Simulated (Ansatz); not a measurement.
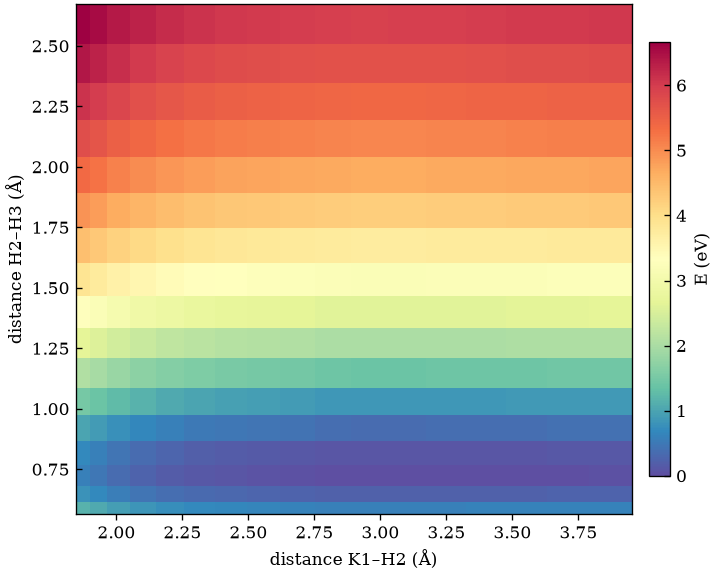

Energy landscape of the system K⁺ + H₂. First axis: distance K1–H2. Second axis: distance H2–H3. Nothing is relaxed (the angle K1–H2–H3 is fixed at 180 degrees). The grid has 17 × 17 points. Energies: eV, counted from the lowest grid point. The reference is spin-restricted, so regions where a bond is pulled apart into radicals lie too high. Computed with RKS B3LYP-D4/def2-TZVPD (Ansatz 0.2.0).

In the figure: one coloured cell a grid point. 

Where are the wells?

The lowest grid point is at distance K1–H2 = 2.958 Å, distance H2–H3 = 0.726 Å. The highest grid point, distance K1–H2 = 1.872 Å, distance H2–H3 = 2.592 Å, lies 6.66 eV above the lowest.

The input of one point:

```yaml
crystal:
  periodic: [false, false, false]
  atoms:
    - { symbol: K, position_ang: [-2.958, 0.0, 0.0] }
    - { symbol: H, position_ang: [0.0, 0.0, 0.0] }
    - { symbol: H, position_ang: [0.726, 0.0, 0.0] }
total_charge: 1
basis:
  gaussian: { orbitals: def2-TZVPD }
hamiltonian:
  xc: { name: B3LYP }
  dispersion: d4
output:
  forces: true
```

Each point was launched as `ansatz run input.yaml --threads 1 --pin off --max-ram 2560MiB --backend cpu --events-out ev --progress --plain --runs-dir out`. The whole map (289 points run) took 5.7 min on 1 thread of Arm Neoverse V1 (shared host).
